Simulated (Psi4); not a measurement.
**M06-2X/cc-pVDZ run of CHFGaN (SMILES N#[C][GaH][F])**

What is the energy change on altering one bond length of CHFGaN at M06-2X/cc-pVDZ? 

The calculation is run with Psi4 1.11.

4 further runs of the same task are left out: 1 that didn't finish, 3 set aside as unsound or not needed.

## (1) Starting point

The species is CHFGaN (5 atoms), meant as a singlet with charge 0. As SMILES, `N#[C][GaH][F]`. Geometry: relaxed at PBE0-D4/def2-TZVP.

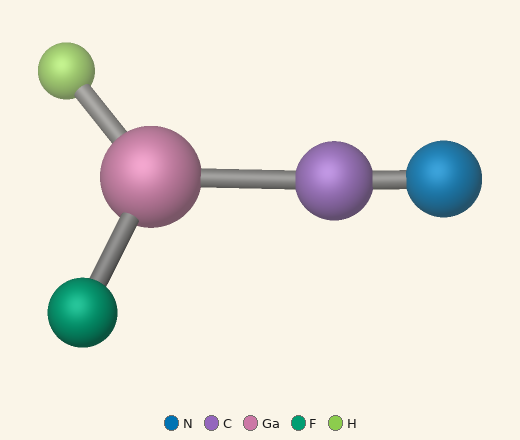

The structure, seen from a chosen angle (nitrogen blue, carbon purple, gallium pink, fluorine teal, hydrogen green).

## (2) The energy at M06-2X/cc-pVDZ

chfgan.py reads:

```python
import psi4

psi4.set_memory(2200000000)
psi4.set_num_threads(1)
psi4.set_output_file('output.dat', False)

molecule = psi4.geometry("""
0 1
N      1.214000    -1.657200     1.266000
C      0.641000    -0.864700     0.656300
Ga    -0.259700     0.519000    -0.345500
F     -1.724700    -0.053500    -1.092600
H      0.179200     1.982700    -0.525600
symmetry c1
no_reorient
no_com
""")

psi4.set_options({
    'basis': 'cc-pVDZ',
    'reference': 'rks',
    'puream': True,
    'e_convergence': 1e-09,
    'd_convergence': 1e-08,
    'scf_type': 'pk',
    'dft_radial_points': 99,
    'dft_spherical_points': 590,
})

e_tot, wfn = psi4.energy('m06-2x', return_wfn=True)
print('E =', round(e_tot, 9))
```

Launch:

```sh
$ python chfgan.py
```

output.dat:

```text
[...]
  Running in c1 symmetry.
[...]
  Nuclear repulsion =  224.030503645129642
[...]
  Multiplicity = 1
[...]
  Nalpha       = 27
  Nbeta        = 27
[...]
    Number of basis functions: 74
[...]
   @RKS iter   1: -2117.52607485264389   -4.11461e+00   1.39897e-02 ADIIS/DIIS
[...]
   @RKS iter  12: -2118.09206262713815   -4.09273e-12   3.99283e-09 DIIS
[...]
    Orbital Energies [Eh]
    ---------------------
    Doubly Occupied:
       1A   -374.858563     2A    -46.736190     3A    -41.494754
       4A    -41.491297     5A    -41.490950     6A    -25.228895
       7A    -14.783290     8A    -10.580090     9A     -5.853427
      10A     -4.129369    11A     -4.121538    12A     -4.119650
      13A     -1.293134    14A     -1.087130    15A     -1.085335
      16A     -1.082199    17A     -1.080007    18A     -1.071947
      19A     -1.021614    20A     -0.618022    21A     -0.529224
      22A     -0.495723    23A     -0.490651    24A     -0.459614
      25A     -0.424597    26A     -0.423676    27A     -0.416466
[...]
  @RKS Final Energy: -2118.09206262713815
   => Energetics <=
    Nuclear Repulsion Energy =            224.0305036451296417
    One-Electron Energy =               -3394.2120290553539235
    Two-Electron Energy =                1098.6067416788878290
    DFT Exchange-Correlation Energy =     -46.5172788958013825
    Empirical Dispersion Energy =           0.0000000000000000
    VV10 Nonlocal Energy =                  0.0000000000000000
    Total Energy =                      -2118.0920626271381479
[...]
 Multipole Moments:
 ------------------------------------------------------------------------------------
     Multipole            Electronic (a.u.)      Nuclear  (a.u.)        Total (a.u.)
 ------------------------------------------------------------------------------------
 L = 1.  Multiply by 2.5417464519 to convert [e a0] to [Debye]
 Dipole X            :         20.9981404          -20.8810957            0.1170447
 Dipole Y            :         -0.3267802            1.5148045            1.1880242
 Dipole Z            :         15.3302574          -15.6274681           -0.2972108
 Magnitude           :                                                    1.2302176
[...]
```

Standard output:

```text
E = -2118.092062627
```

Wall time 34 s (1 thread of Intel Xeon Platinum 8259CL at 2.50GHz (Skylake/Cascade Lake), shared host); peak memory 1.7 GiB.

## (3) The distorted shape

job.json reads:

```json
{
 "schema_name": "qcschema_input",
 "schema_version": 1,
 "molecule": {
  "schema_name": "qcschema_molecule",
  "schema_version": 2,
  "symbols": ["N", "C", "Ga", "F", "H"],
  "geometry": [2.1696985, -3.54661909, 2.44345178, 1.08688543, -2.04901114, 1.29128577, -0.61519089, 0.5658029, -0.60184187, -3.38363966, -0.51606531, -2.01365625, 0.33863892, 3.74675999, -0.99324005],
  "molecular_charge": 0,
  "molecular_multiplicity": 1,
  "fix_symmetry": "c1"
 },
 "driver": "energy",
 "model": {
  "method": "m06-2x",
  "basis": "cc-pVDZ"
 },
 "keywords": {
  "puream": true,
  "e_convergence": 1e-09,
  "d_convergence": 1e-08,
  "scf_type": "pk",
  "dft_radial_points": 99,
  "dft_spherical_points": 590
 }
}
```

Launch:

```sh
$ psi4 --qcschema job.json -n 1 --memory 2200MB
```

stdout:

```text
[...]
  Running in c1 symmetry.
[...]
  Nuclear repulsion =  222.430219757176758
[...]
  Multiplicity = 1
[...]
  Nalpha       = 27
  Nbeta        = 27
[...]
    Number of basis functions: 74
[...]
   @RKS iter   1: -2117.47213897780512   -4.16875e+00   1.40652e-02 DIIS/ADIIS
[...]
   @RKS iter  12: -2118.08169147125682   -2.72848e-12   4.23013e-09 DIIS
[...]
    Orbital Energies [Eh]
    ---------------------
    Doubly Occupied:
       1A   -374.866916     2A    -46.743204     3A    -41.501841
       4A    -41.498480     5A    -41.498286     6A    -25.233642
       7A    -14.787020     8A    -10.584464     9A     -5.859405
      10A     -4.135440    11A     -4.127726    12A     -4.125558
      13A     -1.297395    14A     -1.092856    15A     -1.091316
      16A     -1.088250    17A     -1.084550    18A     -1.077645
      19A     -1.025089    20A     -0.618027    21A     -0.530937
      22A     -0.496359    23A     -0.494654    24A     -0.454343
      25A     -0.426953    26A     -0.425443    27A     -0.404377
[...]
  @RKS Final Energy: -2118.08169147125682
   => Energetics <=
    Nuclear Repulsion Energy =            222.4302197571767579
    One-Electron Energy =               -3390.8020342135650935
    Two-Electron Energy =                1096.7874501553669688
    DFT Exchange-Correlation Energy =     -46.4973271702354936
    Empirical Dispersion Energy =           0.0000000000000000
    VV10 Nonlocal Energy =                  0.0000000000000000
    Total Energy =                      -2118.0816914712568177
[...]
 Multipole Moments:
 ------------------------------------------------------------------------------------
     Multipole            Electronic (a.u.)      Nuclear  (a.u.)        Total (a.u.)
 ------------------------------------------------------------------------------------
 L = 1.  Multiply by 2.5417464519 to convert [e a0] to [Debye]
 Dipole X            :         -1.9871756            2.0858440            0.0986683
 Dipole Y            :          2.1575472           -1.0828798            1.0746674
 Dipole Z            :         -1.9300935            1.6566970           -0.2733965
 Magnitude           :                                                    1.1132795
[...]
```

The result, in JSON:

```text
{
 "driver": "energy",
 "model": {
  "method": "m06-2x",
  "basis": "cc-pVDZ"
 },
 "success": true,
 "return_result": -2118.081691471257,
 "properties": {
  "calcinfo_nbasis": 74,
  "calcinfo_nmo": 74,
  "calcinfo_nalpha": 27,
  "calcinfo_nbeta": 27,
  "calcinfo_natom": 5,
  "nuclear_repulsion_energy": 222.43021975717676,
  "return_energy": -2118.081691471257,
  "scf_one_electron_energy": -3390.802034213565,
  "scf_two_electron_energy": 1096.787450155367,
  "scf_xc_energy": -46.497327170235494,
  "scf_dipole_moment": [0.09866834696954863, 1.074667434693481, -0.2733965080216796],
  "scf_total_energy": -2118.081691471257,
  "scf_iterations": 12
 }
}
```

It took 33 s on 1 thread of Intel Xeon Platinum 8259CL at 2.50GHz (Skylake/Cascade Lake), shared host; peak memory 1.7 GiB.

## (4) Summary of results

At M06-2X/cc-pVDZ:

| quantity | value |
| --- | --- |
| first shape: total energy | -2118.09206 Eh |
| first shape: dipole moment | 3.13 D |
| first shape: HOMO energy | -11.33 eV |
| first shape: LUMO energy | -1.84 eV |
| first shape: HOMO–LUMO gap | 9.50 eV |
| distorted shape: total energy | -2118.08169 Eh |
| distorted shape: dipole moment | 2.83 D |
| distorted shape: HOMO energy | -11.00 eV |
| distorted shape: LUMO energy | -1.89 eV |
| distorted shape: HOMO–LUMO gap | 9.11 eV |
| energy change with the Ga3–H5 bond stretched from 1.539 to 1.770 Å | 0.282 eV |

In words: With the Ga3–H5 bond stretched from 1.539 to 1.770 Å the energy rises by 0.28 eV (6.5 kcal/mol). The first shape isn't relaxed at this level, so the change isn't measured from a minimum.
